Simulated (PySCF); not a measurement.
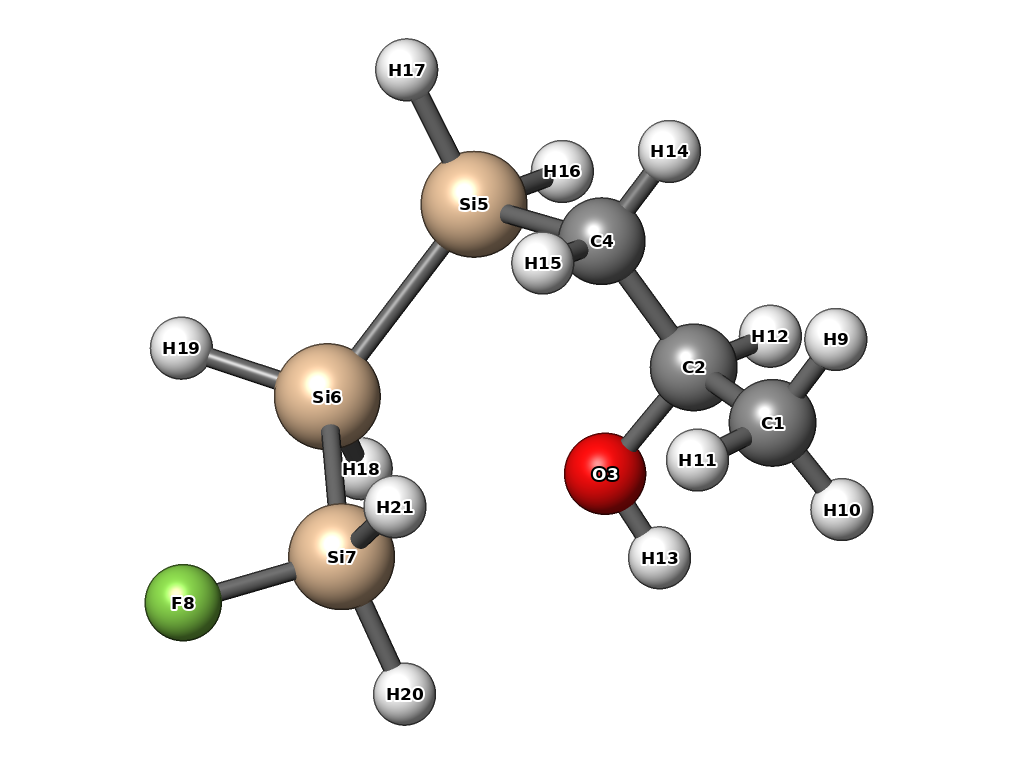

The thickness of each stick grows with its Mayer bond order. The computed structure is the end point of a GFN2-xTB optimisation. No frequency run is at hand to confirm it as a minimum. Method: PBE0/pcSseg-1 (PySCF 2.14.0).

List the Mayer bond orders of C1–C2, C2–O3, C2–C4, C4–Si5, Si5–Si6, Si6–Si7, Si7–F8 (bonds between heavy atoms, one of each equivalent set).

```tsv
bond	Mayer order	length (Å)
C1–C2	1.05	1.526
C2–O3	0.88	1.425
C2–C4	1.01	1.519
C4–Si5	0.89	1.911
Si5–Si6	0.87	2.312
Si6–Si7	0.87	2.305
Si7–F8	0.87	1.624
```

The geometry is semi-empirical. Around Si such bond lengths and angles can be off by a tenth of an ångström or more and by several degrees, and values that hang on the shape move with them.
